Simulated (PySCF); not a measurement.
## Excited-state calculation, with input and output: C4H6F4

C4H6F4, SMILES CC(C)(F)C(F)(F)F, computed with TDDFT CAM-B3LYP/def2-SVPD, vertical, gas phase, core orbitals frozen in the response (PySCF 2.14.0).

The geometry comes from this level: GFN2-xTB. It belongs to a series of runs on one base structure; here: constitutional isomer.

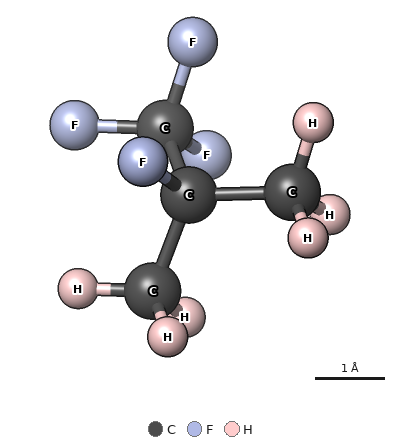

**Figure 1.** The structure as given in the input (ball-and-stick view, seen at a tilt).

**Input**
```
{"job": {"kind": "uv", "xc": "CAM-B3LYP", "basis": "def2-SVPD", "nstates": 8, "ntriplets": 3}, "charge": 0, "multiplicity": 1}
C     -0.249334     1.457857    -0.032007
C      0.053163     0.008441    -0.385990
C      1.389828    -0.485768     0.149635
F      0.053178    -0.120081    -1.766208
C     -1.083103    -0.900838     0.123686
F     -2.280185    -0.546998    -0.351699
F     -1.168352    -0.842201     1.463694
F     -0.898205    -2.185218    -0.192897
H     -1.195797     1.759012    -0.475626
H      0.539783     2.093124    -0.424847
H     -0.304465     1.573765     1.046627
H      1.392195    -0.447146     1.235238
H      1.564970    -1.509305    -0.174534
H      2.185646     0.144881    -0.237240
```

The first line tells a small driver script what to run in PySCF; the rest is the geometry in Å.

Launch command:
```bash
OMP_NUM_THREADS=1 python <driver script> task.json out
```

**Output**
```
coarse grid: 12408 points
cycle   1  E = -554.6067920411  dE =  1.180e+00  |g| = 1.018e+00  |ddm| = 5.406e+00
cycle   2  E = -554.5180066892  dE =  8.879e-02  |g| = 1.328e+00  |ddm| = 2.244e+00
cycle   3  E = -554.7954180327  dE = -2.774e-01  |g| = 7.232e-02  |ddm| = 1.175e+00
cycle   4  E = -554.7962106949  dE = -7.927e-04  |g| = 3.532e-02  |ddm| = 1.496e-01
cycle   5  E = -554.7964437338  dE = -2.330e-04  |g| = 9.968e-03  |ddm| = 4.950e-02
cycle   6  E = -554.7964588285  dE = -1.509e-05  |g| = 2.732e-03  |ddm| = 1.103e-02
cycle   7  E = -554.7964601533  dE = -1.325e-06  |g| = 4.079e-04  |ddm| = 3.663e-03
final grid: 123480 points
cycle   8  E = -554.8747622057  dE = -3.947e-05  |g| = 5.661e-03  |ddm| = 7.825e-02
cycle   9  E = -554.8747605724  dE =  1.633e-06  |g| = 6.726e-03  |ddm| = 1.478e-02
cycle  10  E = -554.8747680775  dE = -7.505e-06  |g| = 4.969e-04  |ddm| = 6.149e-03
cycle  11  E = -554.8747681204  dE = -4.293e-08  |g| = 1.904e-04  |ddm| = 8.876e-04
cycle  12  E = -554.8747681277  dE = -7.242e-09  |g| = 4.204e-05  |ddm| = 3.216e-04
cycle  13  E = -554.8747681279  dE = -2.730e-10  |g| = 1.211e-05  |ddm| = 5.218e-05
```

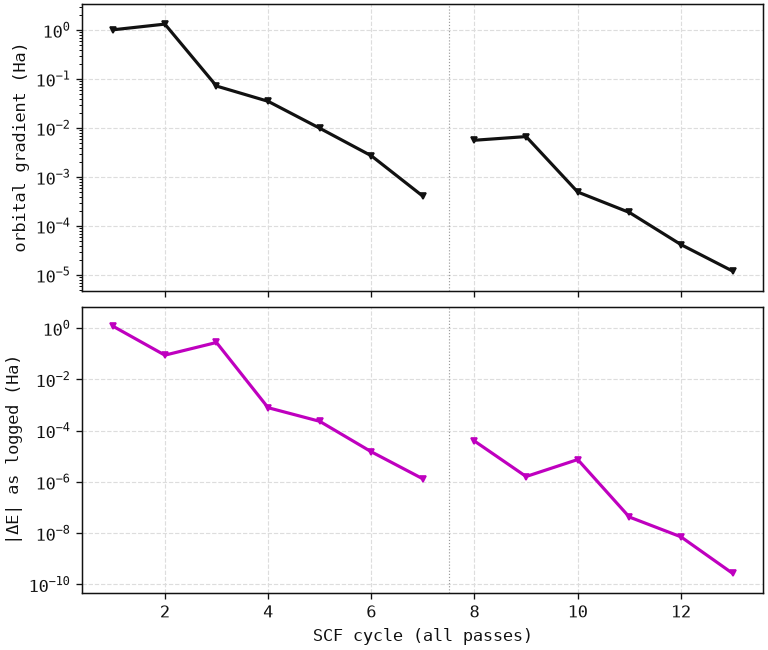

**Figure 2.** Convergence of the self-consistent field: orbital gradient and size of the energy change against the SCF cycle. The dotted line marks the change from a coarse to the final integration grid. The first 7 cycles use a coarse grid, the final grid takes over at cycle 8, and the field converges after 13 cycles in all.

```
converged SCF energy = -554.8747681279

Static polarisability (au): isotropic 52.454, principal 49.733 53.438 54.189

Singlet excitations
state   eV       nm        f      main configurations
  1   9.8516    125.9   0.03004   H-1->L 0.82
  2   9.8575    125.8   0.00941   H->L 0.78
  3  10.3096    120.3   0.02210   H-1->L+2 0.30, H-1->L+4 0.24, H-1->L+3 0.20
  4  10.3295    120.0   0.05367   H->L+3 0.24, H->L+2 0.23, H->L+4 0.18
  5  10.6749    116.1   0.00074   H->L+1 0.45, H-2->L 0.44
  6  10.8595    114.2   0.00399   H-1->L+1 0.88
  7  10.8733    114.0   0.02520   H-2->L 0.38, H->L+1 0.36, H-4->L 0.13
  8  11.0493    112.2   0.14168   H->L+2 0.59, H->L+3 0.24

Triplet excitations (Tamm-Dancoff, eV): 9.5042 9.5683 9.8461
```

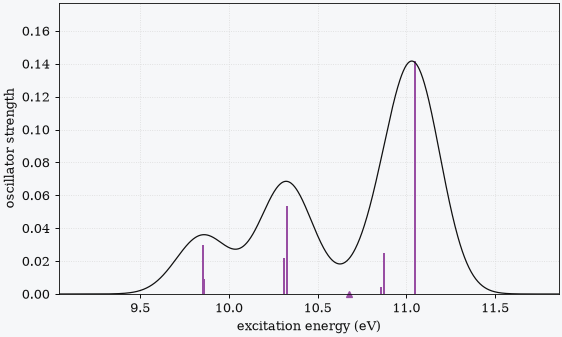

**Figure 3.** Computed excitations as sticks (degenerate states added up, dark ones marked on the axis), with a Gaussian envelope of 0.35 eV full width at half maximum, scaled to the tallest. Of the 8 states the lowest lies at 9.85 eV (f = 0.030); the strongest line is at 11.05 eV, or 112 nm (f = 0.142).

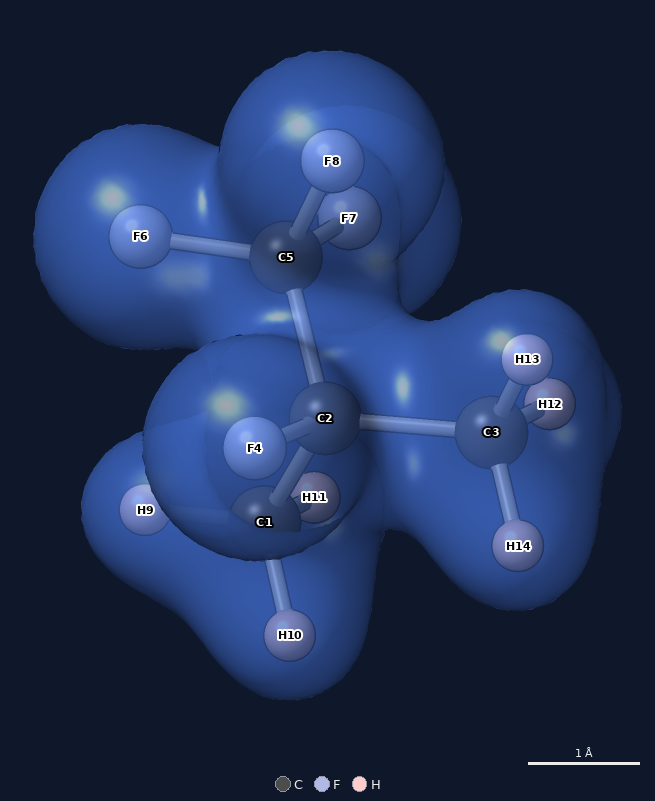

**Figure 4.** Isosurface of the total electron density at 0.2 e/Å³ (blue), seen at a tilt. At this value the surface is in one piece. On the grid the lowest density along these lines, outside the cores, is 1.9 e/Å³ (C–F, 1.34 Å), 1.7 e/Å³ (C–C, 1.52 Å), 1.9 e/Å³ (C–H, 1.09 Å) and 1.6 e/Å³ (C–F, 1.39 Å).

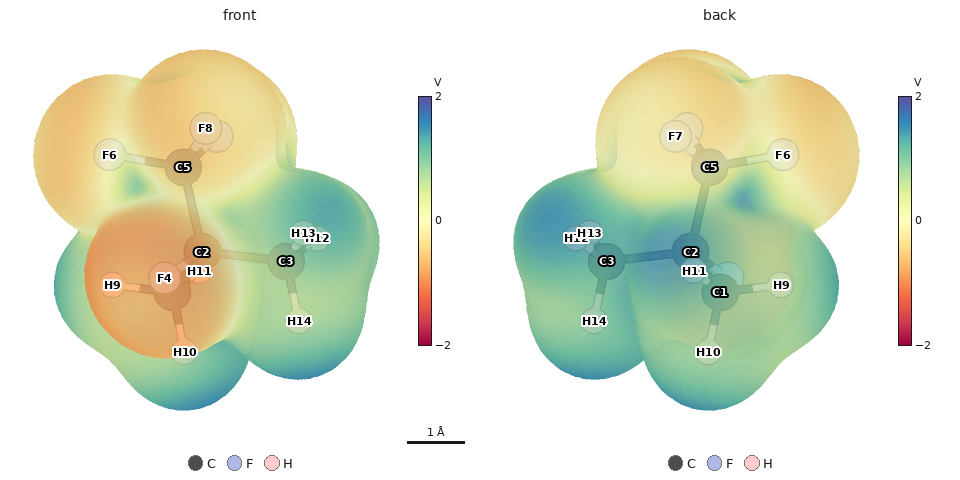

**Figure 5.** The molecular electrostatic potential painted on the density surface at 0.004 e/bohr³, seen at a tilt and from behind; the colour scale runs from red (negative) to blue (positive). A positive charge is drawn to the negative regions and a negative charge to the positive ones. Its dipole moment is 2.75 D.

**Results in brief**

- outcome: converged
- total energy: −554.874768 hartree
- HOMO: −11.57 eV
- LUMO: 1.18 eV
- dipole moment: 2.75 D
- mean polarisability: 52.45 a.u.
- lowest singlet excitation: 9.85 eV
- hardware: 1 CPU thread, shared host
- wall time: 2 min
- peak memory: 0.98 GiB
